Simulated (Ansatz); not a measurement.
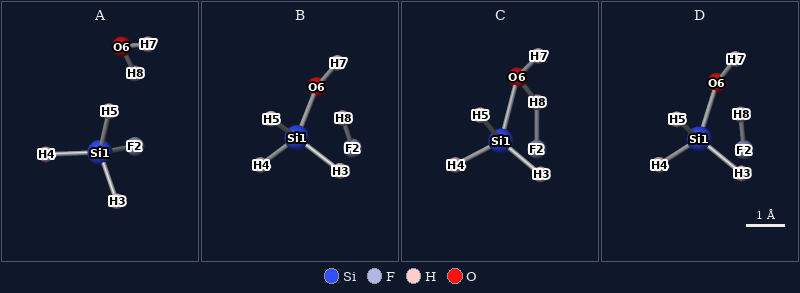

4 geometries from a converged minimum-energy path of SiH$_{5}$OF, shuffled. A ball-and-stick model, seen from a free direction.

The calculation used RKS PBE/def2-SVP in Ansatz. Set-up: 9 movable images; climbing image; force threshold 0.05 eV/Å; iteration limit 60; starting path through a guess of the saddle point.

Q: One of them is the converged climbing image. Which?

A: C. In order along the path, whose images run from 0 to 10: A (image 2, +0.08 eV), C (image 6, +0.94 eV), D (image 8, +0.46 eV), B (image 10, +0.30 eV). Breaking: O6–H8 (0.98 → 1.12 at the top → 1.67 Å), Si1–F2 (1.66 → 1.95 at the top → 3.05 Å). Forming: F2–H8 (2.04 → 1.27 at the top → 0.96 Å), Si1–O6 (2.90 → 1.90 at the top → 1.71 Å).

Cost: 3.5 min on 1 thread of Arm Neoverse V1, with other jobs on the host, peak memory 0.12 GiB.
